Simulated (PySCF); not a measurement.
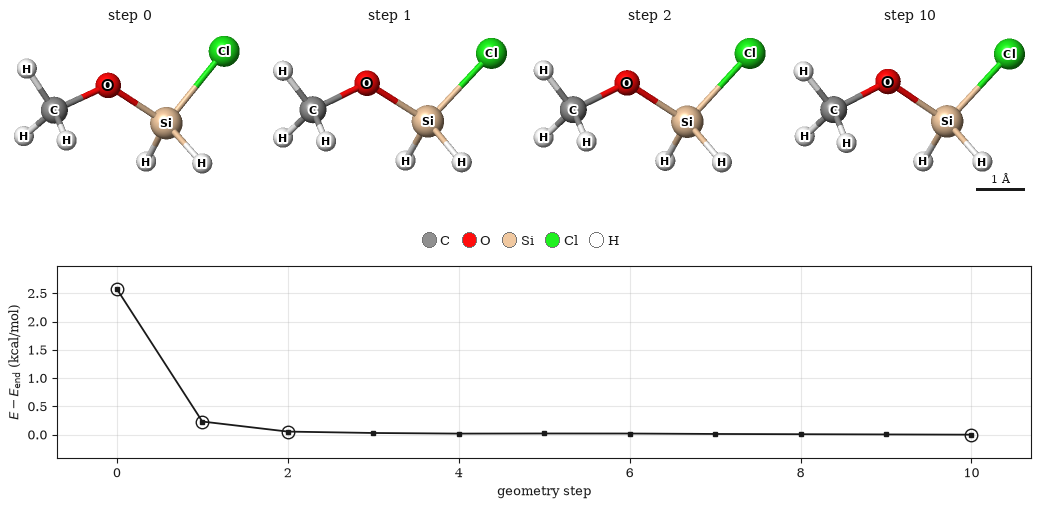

Frames of a relaxation of CH5ClOSi, marked on the history of the run. The picture is a ball-and-stick view, seen from a free direction.

The start comes from GFN2-xTB. Its atoms were then displaced at random by about 0.01 Å.

Computed with PySCF, PBE0-D3(BJ)/def2-SVP geometry optimisation, gas phase. 

What happens along the run?

Answer. The largest move after the best rigid fit is that of the Cl atom, 0.15 Å. Largest moves by element: Cl 0.15 Å, H 0.10 Å, O 0.09 Å, Si 0.04 Å, C 0.02 Å. Among the contacts that change: O–Si 1.601 → 1.651 Å, H–Si 1.457 → 1.490 Å, C–O 1.377 → 1.402 Å, Cl–Si 2.030 → 2.052 Å. Bond angles that change, for instance: O–Si–Cl 103.0° → 106.7°, C–O–Si 128.6° → 125.0°, H–C–H 110.5° → 108.2°. Over 10 geometry steps the energy falls by 2.57 kcal/mol. Cost: 25 s on 1 thread of Arm Neoverse V2, on a shared host. From step 0 to 1: the Cl atom moves most (0.18 Å), energy −2.34 kcal/mol. From step 1 to 2: the Cl atom moves most (0.03 Å), energy −0.18 kcal/mol. From step 2 to 10: an H atom moves most (0.06 Å), energy −0.05 kcal/mol.

| step | E − E(0), kcal/mol |
| --- | --- |
| 0 | 0.00 |
| 1 | -2.34 |
| 2 | -2.52 |
| 3 | -2.54 |
| 4 | -2.55 |
| 5 | -2.55 |
| 6 | -2.55 |
| 7 | -2.56 |
| 8 | -2.57 |
| 9 | -2.57 |
| 10 | -2.57 |
